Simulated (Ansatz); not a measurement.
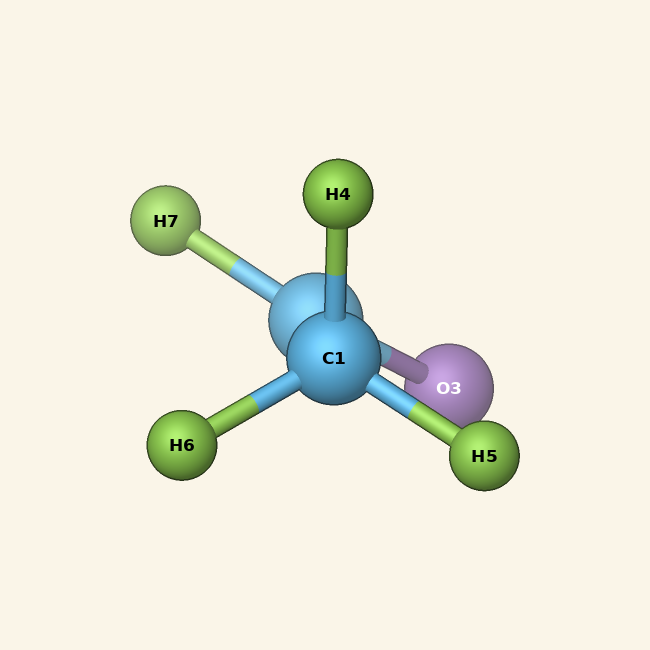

C2 lies behind C1. The molecule seen nearly along the C1–C2 bond, C1 in front. Depth is shown by fading: the farther an atom, the more it takes the colour of the background. The computed structure is the end point of a PBE0-D4/def2-TZVP optimisation. No frequency run is at hand to confirm it as a minimum.

Question: What is the torsion angle H4–C1–C2–O3? The sign is positive where the front bond must turn clockwise to cover the back bond.

Answer: 122°, anticlinal.
